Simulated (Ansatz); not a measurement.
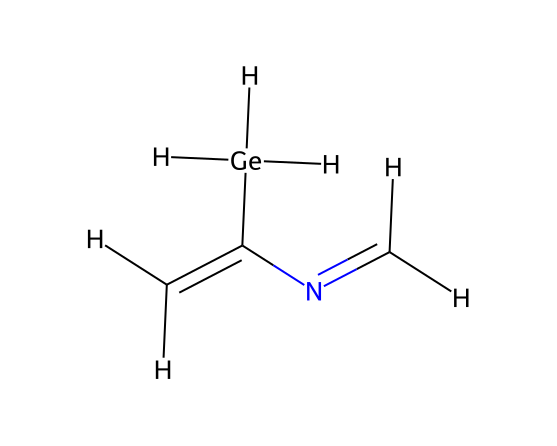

The picture comes from a calculation with Ansatz.

Skeletal drawing of a molecule.

Question: Write the SMILES.

Answer: C=N[C](=C)[GeH3]

Question: What is the molecular formula?

Answer: C3H7GeN.

Question: An optimisation with PBE-D4/def2-SVP gave a structure of which point group?

Answer: Cs. Other conformers may differ.
